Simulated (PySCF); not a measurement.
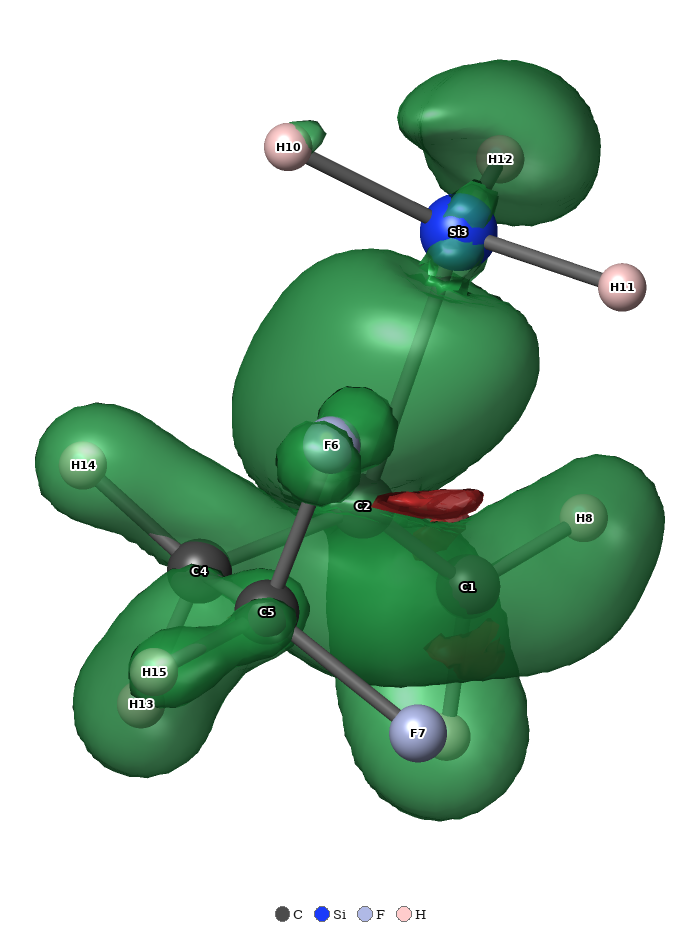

Figure. C4H8F2Si (SMILES [CH2+][C]([SiH3])CC(F)F) (charge +1, doublet). Isosurfaces of the spin density at +0.015 (green) and −0.015 e/Å³ (red), seen at an oblique angle.

Geometry: GFN2-xTB.

All numbers below come from UKS B3LYP, pcH-1 on C F H Si, non-relativistic, mean-field spin-orbit, GIAO (PySCF 2.14.0, density-fitted response routines).

```yaml
atoms:
  - { symbol: C, position_ang: [1.0080, -1.5639, 0.5848] }
  - { symbol: C, position_ang: [0.4898, -0.5860, -0.0912] }
  - { symbol: Si, position_ang: [1.4526, 1.2761, 0.1560] }
  - { symbol: C, position_ang: [-0.7292, -0.4311, -0.9034] }
  - { symbol: C, position_ang: [-1.7819, 0.3751, -0.1348] }
  - { symbol: F, position_ang: [-1.2988, 1.6269, 0.0875] }
  - { symbol: F, position_ang: [-1.9861, -0.1681, 1.0774] }
  - { symbol: H, position_ang: [1.9382, -1.5276, 1.1293] }
  - { symbol: H, position_ang: [0.5035, -2.5251, 0.6656] }
  - { symbol: H, position_ang: [1.0297, 2.0390, -1.0133] }
  - { symbol: H, position_ang: [0.9666, 1.6483, 1.4774] }
  - { symbol: H, position_ang: [2.8161, 0.7444, 0.0606] }
  - { symbol: H, position_ang: [-1.1314, -1.4275, -1.1234] }
  - { symbol: H, position_ang: [-0.5350, 0.0664, -1.8559] }
  - { symbol: H, position_ang: [-2.7464, 0.4610, -0.6552] }
```

### Which atoms carry the spin?

The unpaired spin (1 electron) lies mostly on C2 (about 0.4), C1 (about 0.2), Si3 (about 0.2) and C4 (about 0.1), in electrons by Hirshfeld's partition.
